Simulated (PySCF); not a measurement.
ClFSi (SMILES F[Si]Cl)

Input file:

```
{"job": {"kind": "nmr", "xc": "PBE0", "basis": "pcSseg-2"}, "charge": 0, "multiplicity": 1}
Si     0.216456     0.376268    -0.708466
F      1.263096     0.178708     0.523499
Cl    -1.440828    -0.661073     0.032068
```

Run with:

```sh
OMP_NUM_THREADS=1 python cluster_run.py task.json out
```

Geometry: PBE0-D3(BJ)/def2-SVP.

Level of theory: PBE0/pcSseg-2, SCF density, gas phase, non-relativistic (PySCF).

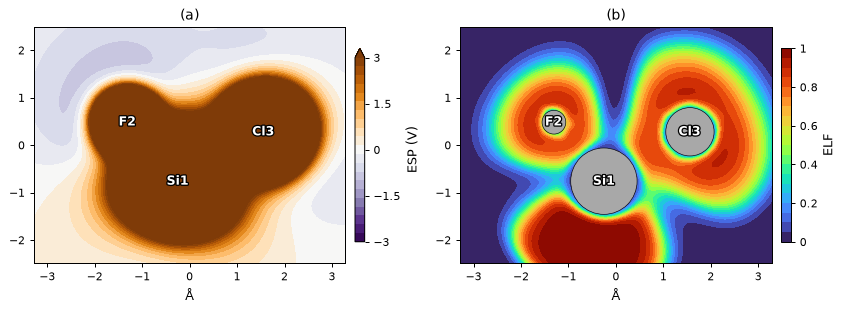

Figure 1. (a) molecular electrostatic potential; (b) electron localisation function on the molecular plane. Grey discs cover the atomic cores in the ELF map.

Question: Interpret the plot.

Answer: The plane passes through Si, F and Cl nuclei. Si–F (1.63 Å): the ELF peaks at about 0.85 in the valence shell of F, 0.5 Å from its nucleus, and is about 0.55 at the midpoint. Si–Cl (2.09 Å): the ELF peaks at about 0.85 between the atoms, as expected for a shared but strongly polarised pair. The ELF also peaks beside Si1, Cl3 and F2, away from the bonds: lone-pair regions. Outside the dense part of the molecule the potential is most negative (−0.8 V) near F2.

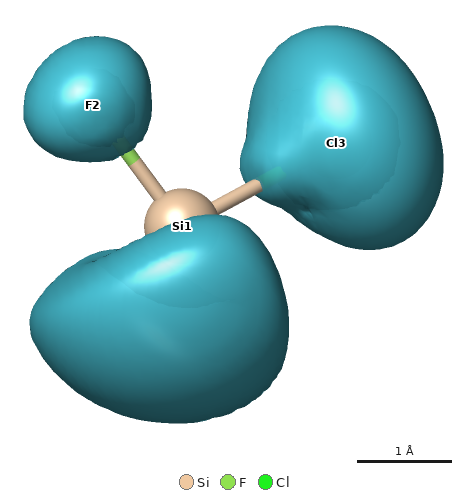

Figure 2. Isosurface of the electron localisation function at 0.8 (cyan), seen at a tilt. Core shells and regions of very low density are left out.

Question: What do the ELF domains correspond to?

Answer: The ELF exceeds this value in one region on Cl in which the atom's valence shell and bonds are merged, one lobe on Si, pointing away from the bonds (lone pairs) and one region wrapped around F (its lone pairs, merged into a ring or cap).

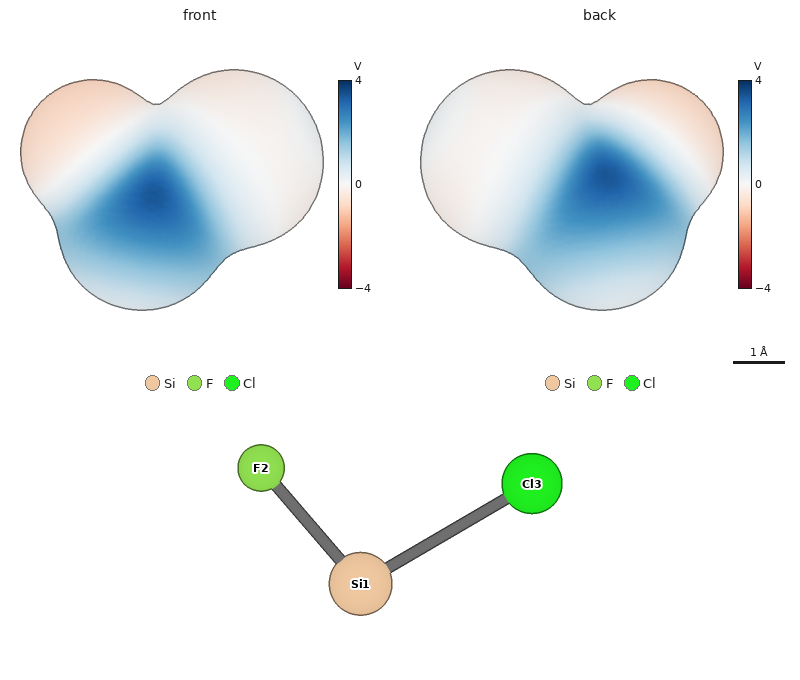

Figure 3. The molecular electrostatic potential painted on the density surface at 0.004 e/bohr³, seen from the front and from behind; the colour scale runs from red (negative) to blue (positive). The bare structure is drawn below in the same view.

Question: Which sites attract a positive test charge, and which a negative one?

Answer: A positive charge is drawn to the negative regions and a negative charge to the positive ones. The most negative region (about −0.8 V) lies over F2, the most positive (about +3.4 V) over Si1.
